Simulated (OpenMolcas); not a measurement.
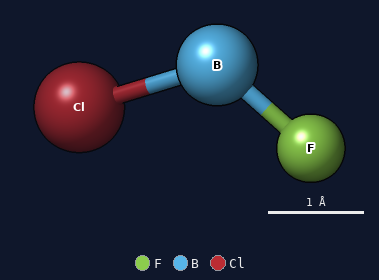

Fig. 1: The structure (ball-and-stick view, seen at a tilt).

**Run report: BClF (charge +1), single-point calculation (part 1 of 2)**

The run: single-point calculation of BClF, charge +1. Method and program: CASPT2/ANO-RCC-VDZ, DKH2 (OpenMolcas 26.06).

The geometry is that of the parent species in another charge or spin state. The geometry comes from this level: GFN2-xTB.

**Output**
```
--- Start Module: gateway ---

                                              &GATEWAY

                       available to each process: 1.9 GB of memory, 1 thread

++    Symmetry information:
      ---------------------

                    Character Table for C1

                             E
                    a        1  x, y, xy, Rz, z, xz, Ry, yz, Rx, I
--

++    Basis set information:
      ----------------------

      Basis set label: F.ANO-RCC...3S2P.

      Electronic valence basis set:
      ------------------
      Associated Effective Charge   9.000000 au
      Associated Actual Charge      9.000000 au
      Nuclear Model: Point charge

      Shell  nPrim  nBasis  Cartesian Spherical Contaminant
         s      14       3        X
         p       9       2        X

      Basis set label: B.ANO-RCC...3S2P.

      Electronic valence basis set:
      ------------------
      Associated Effective Charge   5.000000 au
      Associated Actual Charge      5.000000 au
      Nuclear Model: Point charge

      Shell  nPrim  nBasis  Cartesian Spherical Contaminant
         s      14       3        X
         p       9       2        X

      Basis set label: CL.ANO-RCC...4S3P.

      Electronic valence basis set:
      ------------------
      Associated Effective Charge  17.000000 au
      Associated Actual Charge     17.000000 au
      Nuclear Model: Point charge

      Shell  nPrim  nBasis  Cartesian Spherical Contaminant
         s      17       4        X
         p      12       3        X
--

++    Molecular structure info:
      -------------------------

                    ************************************************
                    **** Cartesian Coordinates / bohr, angstrom ****
                    ************************************************

     Center  Label                x              y              z                     x              y              z
        1      F1               0.993864       2.011141       0.747765              0.525930       1.064250       0.395700
        2      B2              -0.739242       0.580033      -0.336560             -0.391190       0.306940      -0.178100
        3      CL3             -0.254622      -2.591174      -0.411223             -0.134740      -1.371190      -0.217610

                    ***************************************
                    *    InterNuclear Distances / bohr    *
                    ***************************************

               1 F1            2 B2            3 CL3
    1 F1       0.000000
    2 B2       2.495493        0.000000
    3 CL3      4.907471        3.208891        0.000000

                    *******************************************
                    *    InterNuclear Distances / angstrom    *
                    *******************************************

               1 F1            2 B2            3 CL3
    1 F1       0.000000
    2 B2       1.320558        0.000000
    3 CL3      2.596922        1.698072        0.000000
--

            Nuclear Potential Energy             75.69836786 au

--- Stop Module: gateway /rc=_RC_ALL_IS_WELL_ ---

--- Start Module: seward ---

                                              &SEWARD

                       available to each process: 1.9 GB of memory, 1 thread

               SEWARD will generate:
                  Multipole Moment integrals up to order  2
                  Kinetic Energy integrals
                  Nuclear Attraction integrals (point charge)
                  One-Electron Hamiltonian integrals
                  Velocity integrals
                  Relativistic Douglas-Kroll-Hess integrals:
                    - Parametrization         : EXP
                    - DKH order of Hamiltonian: 2
                    - DKH order of Properties : 0
                         - multipole moment operators
                         - electric potential operators
                         - contact operators
                  Orbital angular momentum around (  0.0283  -0.7082  -0.0597 )
                  Velocity quadrupole around (  0.0283  -0.7082  -0.0597 )
                  Atomic mean-field integrals
                  RI decomposed two-electron repulsion integrals stored Cholesky style
                   - acCD auxiliary basis
                   - CD Threshold:   1.00E-04

                   Integrals are discarded if absolute value <: 1.00E-14
                   Integral cutoff threshold is set to       <: 1.00E-16

            Nuclear Potential Energy             75.69836786 au

      Basis set specifications :
      Symmetry species         a
      Basis functions           31

--- Stop Module: seward /rc=_RC_ALL_IS_WELL_ ---

--- Start Module: rasscf ---

                                              &RASSCF

                       available to each process: 1.9 GB of memory, 1 thread

      Header of the ONEINT file:
      --------------------------

      OrdInt status: non-squared

      Cartesian coordinates in angstrom:
      -----------------------------------------------------
      No.  Label        X            Y            Z
      -----------------------------------------------------
       1   F1         0.52593000   1.06425000   0.39570000
       2   B2        -0.39119000   0.30694000  -0.17810000
       3   CL3       -0.13474000  -1.37119000  -0.21761000
      -----------------------------------------------------
      Nuclear repulsion energy =   75.69836786

++    Wave function specifications:
      -----------------------------

      Number of closed shell electrons          28
      Number of electrons in active shells       2
      Max number of holes in RAS1 space          0
      Max nr of electrons in RAS3 space          0
      Number of inactive orbitals               14
      Number of active orbitals                  3
      Number of secondary orbitals              14
      Spin quantum number                      0.0
      State symmetry                             1
--

++    Orbital specifications:
      -----------------------

      Symmetry species                           1
                                                 a
      Frozen orbitals                            0
      Inactive orbitals                         14
      Active orbitals                            3
      RAS1 orbitals                              0
      RAS2 orbitals                              3
      RAS3 orbitals                              0
      Secondary orbitals                        14
      Deleted orbitals                           0
      Number of basis functions                 31
--

++    CI expansion specifications:
      ----------------------------

      Number of CSFs                             6
      Number of spin combinations                6
      Number of determinants                     9
      Number of root(s) required                 1
      Root chosen for geometry opt.              1
      CI root used                               1

      highest root included in the CI            1
      max. size of the explicit Hamiltonian      6
--

++    Optimization specifications:
      ----------------------------

      RASSCF algorithm: LK RI/DF
      Maximum number of macro iterations       200
      Maximum number of SX iterations          100
      Threshold for RASSCF energy            1.000E-08
      Threshold for max MO rotation          1.000E-01
      Threshold for max BLB element          1.000E-04
      Level shift parameter                  5.000E-01
      Make Quasi-Newton update
--

      The MO-coefficients are taken from the file:
      step2.RasOrb
      Title: RASSCF average (pseudo-natural) orbitals

      Total molecular charge    1.00

      ************************************************************************************************************************
      *                                            Wave function control section                                             *
      ************************************************************************************************************************

                                         RASSCF iterations: Energy and convergence statistics
                                         ----------------------------------------------------

          iter iter root      energy       change     param      element    value   shift minimum  type update hh:mm:ss
 Nr of preliminary CI iterations:   1
        1   1   44    1  -584.73474007    0.00E+00  -1.40E-01*   7  16 1  9.95E-02*  0.12   0.00    SX    NO    0:00:00
        2   1   24    1  -584.77780201   -4.31E-02* -1.14E-01*   7  21 1  1.63E-02*  0.03   0.00    SX    NO    0:00:00
        3   1   23    1  -584.78417207   -6.37E-03* -1.26E-01*  14  16 1 -1.27E-02*  0.00   0.00    SX    NO    0:00:00
        4   1   18    1  -584.78796500   -3.79E-03* -8.80E-02   14  16 1 -1.06E-02*  0.00   0.00    SX    NO    0:00:00
        5   1   15    1  -584.79009655   -2.13E-03* -7.54E-02   14  16 1 -8.15E-03*  0.00   2.10    LS   YES    0:00:00
        6   1   15    1  -584.79112926   -1.03E-03* -4.34E-02   14  16 1 -5.19E-03*  0.00   1.45    QN   YES    0:00:00
        7   1   14    1  -584.79136822   -2.39E-04*  6.39E-03   12  28 1 -2.96E-03*  0.00   1.01    QN   YES    0:00:00
        8   1   13    1  -584.79139371   -2.55E-05*  4.64E-03   10  25 1 -1.42E-03*  0.00   1.04    QN   YES    0:00:00
        9   1   12    1  -584.79140380   -1.01E-05* -2.99E-03   10  29 1 -3.80E-04*  0.00   1.22    QN   YES    0:00:00
       10   1   11    1  -584.79140640   -2.60E-06*  4.60E-03   15  25 1 -2.06E-04*  0.00   1.67    QN   YES    0:00:00
       11   1   12    1  -584.79140822   -1.82E-06* -4.14E-03   10  25 1  3.05E-04*  0.00   1.42    QN   YES    0:00:00
       12   1   12    1  -584.79140929   -1.07E-06* -6.10E-03   10  29 1  2.32E-04*  0.00   2.50    LS   YES    0:00:00
       13   1   12    1  -584.79140903    2.55E-07* -2.71E-03   11  16 1 -3.12E-04*  0.00   0.36    LS   YES    0:00:00
       14   1   12    1  -584.79140941   -3.84E-07* -1.80E-03   10  29 1  2.78E-04*  0.00   1.40    QN   YES    0:00:00
       15   1   11    1  -584.79140972   -3.06E-07* -1.96E-03   14  25 1  1.67E-04*  0.00   0.76    QN   YES    0:00:00
       16   1    9    1  -584.79140997   -2.50E-07* -1.74E-04   14  25 1  7.59E-05   0.00   1.21    QN   YES    0:00:00
       17   1    8    1  -584.79140998   -5.04E-09  -1.73E-04   14  25 1 -3.30E-05   0.00   0.56    QN   YES    0:00:00
      Convergence after 17 iterations
       18   1    8    1  -584.79140998   -3.58E-09  -1.73E-04   14  25 1 -1.55E-05   0.00   0.56    QN   YES    0:00:00

      ************************************************************************************************************************
                                                      Wave function printout:
                       occupation of active orbitals, and spin coupling of open shells (u,d: Spin up or down)
      ************************************************************************************************************************

      Note: transformation to natural orbitals
      has been made, which may change the order of the CSFs.

      printout of CI-coefficients larger than  0.05 for root  1
      energy=    -584.791410
      conf/sym  111     Coeff  Weight
             1  200   0.98771 0.97557
             4  020  -0.15405 0.02373

      Natural orbitals and occupation numbers for root  1
      sym 1:   1.951140   0.047462   0.001398
```
